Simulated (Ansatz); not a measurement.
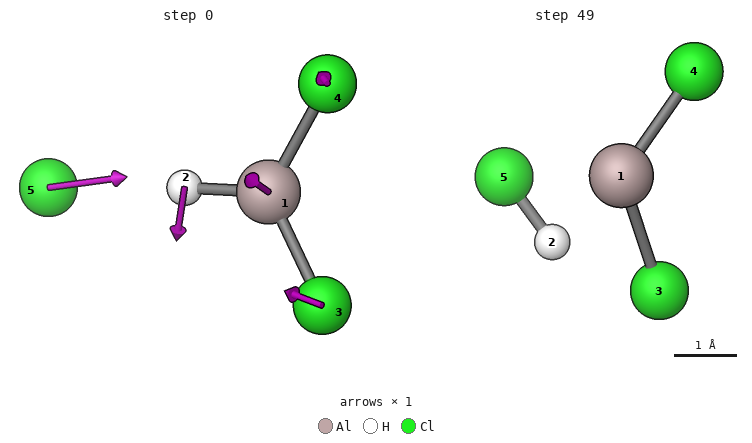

The structure of AlHCl₃ (multiplicity 2) before (left) and after (right) a relaxation, at one scale. The purple arrows give the displacements, at their true length.

The picture is a ball-and-stick view, seen at a tilt.

The run prepares an end point of a later path (reaction) calculation, from a guessed geometry.

The calculation used Ansatz, UKS PBE-D4/def2-SVP. Set-up: collinear spin; force threshold 0.03 eV/Å; at most 50 steps.

### Describe what moved and what it gained.

The relaxation stopped without meeting its thresholds, so the last structure isn't shown to be converged. It used up its limit of 50 steps. Over 43 accepted moves (49 points after the start) the energy falls by 28.1 kcal/mol. Largest force component: 0.66 eV/Å at the start, 0.21 eV/Å at the end. The line search rejected the trial steps at points 8, 14, 33, 36, 37, 43 of the run. The forces were under the threshold at step 28, but the run went on from there. Cl5 moves most after the best rigid fit: 1.53 Å. By element the largest moves are Cl 1.53 Å, H 1.05 Å, Al 0.86 Å. Near-neighbour distances that change, for instance: Al1–Cl5 4.128 → 2.751 Å, H2–Cl5 2.560 → 1.330 Å, Al1–H2 1.570 → 2.567 Å, Al1–Cl3 2.101 → 2.179 Å. New bonds form, among them: H2–Cl5 (2.56 → 1.33 Å). Bonds break, among them: Al1–H2 (1.57 → 2.57 Å). Bond angles that change, for instance: Cl3–Al1–Cl4 119.7° → 115.8°.

Limits of the set-up: the start holds two separate molecules, 2.6 Å apart at their closest, whose relative position is a soft coordinate.
